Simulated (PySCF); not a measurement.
C2H3F3NO, doublet, SMILES `CN([O])C(F)(F)F`.

Method: PBE0/6-31+G*; geometry: GFN2-xTB; program: PySCF. No frequency check shows the geometry to be a minimum. The stability of the open-shell solution wasn't checked. GFN2-xTB doesn't know the spin state, so this open-shell geometry is rough.

The calculation's input:

```python
import numpy as np
from pyscf import gto, scf, dft
from pyscf.scf import atom_ks, atom_hf
from scipy.linalg import block_diag

def solve(mol, dm0=None, hcore=None):
    mf = (dft.UKS if mol.spin else dft.RKS)(mol, xc='pbe0')
    mf.grids.level = 3
    mf = mf.density_fit(auxbasis='def2-universal-jkfit')
    mf.conv_tol, mf.max_cycle = 1e-8, 80
    if hcore is not None:
        mf.get_hcore = lambda *args: hcore
    mf.kernel(dm0)
    if not mf.converged:
        mf = mf.newton().run(mf.mo_coeff, mf.mo_occ, max_cycle=30)
    assert mf.converged, 'SCF not converged'
    return mf

mol = gto.M(atom='''
C      1.69183     0.93488     0.00888
N      0.83057    -0.21948    -0.00027
O      1.27268    -1.40975    -0.00421
C     -0.57546     0.01439    -0.00304
F     -0.94717     0.73702     1.06887
F     -1.27129    -1.09995     0.00059
F     -0.93978     0.74740    -1.07092
H      1.50331     1.53737     0.90059
H      1.50945     1.54599    -0.87796
H      2.71769     0.57524    -0.00895
''', basis='6-31+g*', charge=0, spin=1, verbose=4)
mf = solve(mol)
mf.analyze()
# spherically averaged free atoms, for the promolecule
atm = atom_ks.get_atm_nrks(mol, xc='pbe0')
pro = block_diag(*[(atm[a[0]][2] * atm[a[0]][3]) @ atm[a[0]][2].T for a in mol._atom])
np.savez('result.npz', e=mf.e_tot, c=mf.mo_coeff, occ=mf.mo_occ, eps=mf.mo_energy, pro=pro, dip=mf.dip_moment(verbose=0), s2=mf.spin_square()[0])
```

Launched as:

```sh
OMP_NUM_THREADS=1 python input.py
```

The run took 41 s on 1 thread of Arm Neoverse V1, on a shared host, peak memory 0.54 GiB.

Partitions, critical points and surface values were worked out afterwards from this run's density.

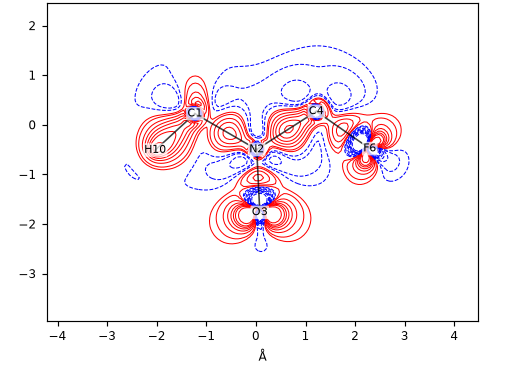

Deformation density (molecule less spherical, spin-averaged free atoms) in the plane of C1, N2, O3, C4, F6 and H10; contours at ±0.05 to ±0.8 e/Å³; solid red lines: gain, dashed blue lines: loss.

Question: Describe the bonding that the map shows.

Answer: C1–H10: +0.69 e/Å³ at the bond critical point (bond length 1.09 Å). N2–C4: +0.62 e/Å³ at the bond critical point (bond length 1.43 Å). N2–O3: +0.33 e/Å³ at the bond critical point (bond length 1.27 Å). C1–N2: +0.22 e/Å³ at the bond critical point (bond length 1.44 Å). C4–F6: +0.20 e/Å³ at the bond critical point (bond length 1.31 Å). In all, 2.2 electrons gather in the regions of gain relative to the promolecule.

Question: Where do the Hirshfeld charges lie?

Answer: The highest Hirshfeld charge is on C4 (+0.29 e), the lowest on O3 (−0.19 e).

```
atom  charge (e)
  C1       −0.04
  N2       +0.02
  O3       −0.19
  C4       +0.29
  F5       −0.10
  F6       −0.07
  F7       −0.10
  H8       +0.06
  H9       +0.06
 H10       +0.07
```
